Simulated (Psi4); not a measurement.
# C2F3 (SMILES F[C]=C(F)F): UDSD-PBEP86/aug-cc-pVDZ (density fitting for correlation)

Aim: the vertical ionisation energy of C2F3 at UDSD-PBEP86/aug-cc-pVDZ (density fitting for correlation), from 2 runs. 

The calculation is run with Psi4 1.11.

### Step 1. The structure to begin with

C2F3: 5 atoms, total charge 0, spin state doublet. SMILES: `F[C]=C(F)F`. The shape is that of a PBE0-D4/def2-TZVP optimisation.

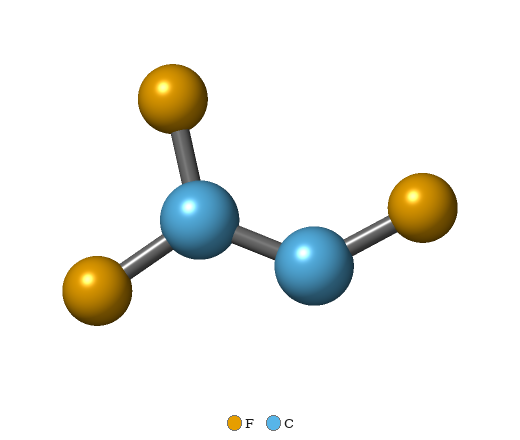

Viewed from a chosen angle; fluorine amber, carbon blue.

### Step 2. A single-point energy at UDSD-PBEP86/aug-cc-pVDZ (density fitting for correlation)

Input file job.in:

```
memory 2.2 GB

molecule geom {
  0 2
  F
  C 1 r2
  C 2 r3 1 a3
  F 3 r4 2 a4 1 d4
  F 3 r5 2 a5 1 d5

  r2 = 1.296536
  r3 = 1.311257
  a3 = 129.78232
  r4 = 1.317126
  a4 = 124.94673
  d4 = 0.00555
  r5 = 1.31069
  a5 = 123.17343
  d5 = -179.9956
  symmetry c1
  no_reorient
  no_com
}

set {
  basis aug-cc-pVDZ
  reference uks
  puream true
  e_convergence 1e-09
  d_convergence 1e-08
  scf_type pk
  dft_radial_points 99
  dft_spherical_points 590
  num_frozen_docc 5
  maxiter 100
}

energy('dsd-pbep86')
```

Run with:

```sh
$ psi4 job.in job.out -n 1
```

job.out:

```text
[...]
  Running in c1 symmetry.
[...]
  Nuclear repulsion =  163.403984333846466
[...]
  Multiplicity = 2
[...]
  Nalpha       = 20
  Nbeta        = 19
[...]
    Number of basis functions: 115
[...]
   @UKS iter   1:  -374.54529237840342   -4.74123e-01   2.81244e-03 DIIS/ADIIS
[...]
   @UKS iter  16:  -374.59837144180017   -1.40972e-11   8.45735e-09 DIIS
[...]
   @S^2 Observed:                8.225410385E-01
[...]
    Orbital Energies [Eh]
    ---------------------
    Alpha Occupied:
       1A    -25.829570     2A    -25.816408     3A    -25.815187
       4A    -11.070751     5A    -11.016601     6A     -1.592493
       7A     -1.575447     8A     -1.530095     9A     -1.014432
      10A     -0.834400    11A     -0.772648    12A     -0.759863
      13A     -0.709140    14A     -0.684478    15A     -0.675255
      16A     -0.635180    17A     -0.624669    18A     -0.607038
      19A     -0.448531    20A     -0.379717
    Alpha Virtual:
      21A      0.048120    22A      0.059552    23A      0.074242
      24A      0.082614    25A      0.098223    26A      0.111390
[...]
  @UKS Final Energy:  -374.59837144180017
   => Energetics <=
    Nuclear Repulsion Energy =            163.4039843338464664
    One-Electron Energy =                -843.3037481457275817
    Two-Electron Energy =                 317.2855737067898758
    DFT Exchange-Correlation Energy =     -11.9841813367089163
    Empirical Dispersion Energy =           0.0000000000000000
    VV10 Nonlocal Energy =                  0.0000000000000000
    Total Energy =                       -374.5983714418001682
[...]
 Multipole Moments:
 ------------------------------------------------------------------------------------
     Multipole            Electronic (a.u.)      Nuclear  (a.u.)        Total (a.u.)
 ------------------------------------------------------------------------------------
 L = 1.  Multiply by 2.5417464519 to convert [e a0] to [Debye]
 Dipole X            :         -0.0000039           -0.0000057           -0.0000096
 Dipole Y            :         -0.2587085            0.4538456            0.1951370
 Dipole Z            :         -0.0052487           -0.0218181           -0.0270669
 Magnitude           :                                                    0.1970053
[...]
```

It took 26 s on 1 thread of Intel Xeon 6975P-C (Granite Rapids), shared host; peak memory 0.77 GiB.

### Step 3. The singlet cation

Input file input.inp:

```
memory 2200 mb

molecule molecule1 {
  1 1
  F      1.09173258    -1.95297526     2.85552735
  C      0.95797776     0.07339696     1.48479561
  C     -0.23905035     0.46838752    -0.64855401
  F     -1.60365938    -1.22921015    -1.85319772
  F     -0.20700060     2.64040093    -1.83855234
  units au
  symmetry c1
  no_reorient
  no_com
}

set basis aug-cc-pVDZ
set reference rks
set puream true
set e_convergence 1e-09
set d_convergence 1e-08
set scf_type pk
set dft_radial_points 99
set dft_spherical_points 590
set num_frozen_docc 5

e = energy("dsd-pbep86")
```

Run with:

```sh
$ psi4 -i input.inp -o input.out -n 1
```

input.out:

```text
[...]
  Running in c1 symmetry.
[...]
  Nuclear repulsion =  163.403943947903571
[...]
  Multiplicity = 1
[...]
  Nalpha       = 19
  Nbeta        = 19
[...]
    Number of basis functions: 115
[...]
   @RKS iter   1:  -374.07084652148114    3.21268e-04   3.51681e-03 DIIS/ADIIS
[...]
   @RKS iter  19:  -374.15416381871711   -1.62686e-10   3.11877e-09 DIIS
[...]
    Orbital Energies [Eh]
    ---------------------
    Doubly Occupied:
       1A    -26.177054     2A    -26.096368     3A    -26.076459
       4A    -11.415053     5A    -11.411638     6A     -1.893876
       7A     -1.855550     8A     -1.791248     9A     -1.323155
      10A     -1.113522    11A     -1.061251    12A     -1.016151
      13A     -1.007291    14A     -0.961984    15A     -0.958383
      16A     -0.892090    17A     -0.880264    18A     -0.861460
      19A     -0.688355
[...]
  @RKS Final Energy:  -374.15416381871711
   => Energetics <=
    Nuclear Repulsion Energy =            163.4039439479035707
    One-Electron Energy =                -831.6899939051735373
    Two-Electron Energy =                 305.9794630656535901
    DFT Exchange-Correlation Energy =     -11.8475769271007678
    Empirical Dispersion Energy =           0.0000000000000000
    VV10 Nonlocal Energy =                  0.0000000000000000
    Total Energy =                       -374.1541638187171088
[...]
 Multipole Moments:
 ------------------------------------------------------------------------------------
     Multipole            Electronic (a.u.)      Nuclear  (a.u.)        Total (a.u.)
 ------------------------------------------------------------------------------------
 L = 1.  Multiply by 2.5417464519 to convert [e a0] to [Debye]
 Dipole X            :          2.8388760           -2.1567821            0.6820938
 Dipole Y            :          1.7951447           -1.6253534            0.1697913
 Dipole Z            :          3.4975510           -2.5085548            0.9889962
 Magnitude           :                                                    1.2133403
[...]
```

Wall time 20 s (1 thread of Intel Xeon 6975P-C (Granite Rapids), shared host); peak memory 0.78 GiB.

### Step 4. Results

Level: UDSD-PBEP86/aug-cc-pVDZ (density fitting for correlation), 5 core orbitals frozen.

| quantity | value |
| --- | --- |
| doublet C2F3: total energy | -375.03092 Eh |
| doublet C2F3: HOMO energy (SCF part's orbitals) (highest over α and β) | -9.84 eV |
| doublet C2F3: LUMO energy (SCF part's orbitals) (lowest over α and β) | -0.66 eV |
| doublet C2F3: ⟨S²⟩ | 0.823 |
| singlet cation: total energy | -374.59927 Eh |
| singlet cation: HOMO energy (SCF part's orbitals) | -18.73 eV |
| singlet cation: LUMO energy (SCF part's orbitals) | -11.75 eV |
| singlet cation: HOMO–LUMO gap (SCF part's orbitals) | 6.98 eV |
| vertical ionisation energy (to the singlet cation) | 11.746 eV |

The vertical ionisation energy comes to 11.75 eV (271 kcal/mol). Only the singlet of the ionised species was computed; a triplet could lie lower.
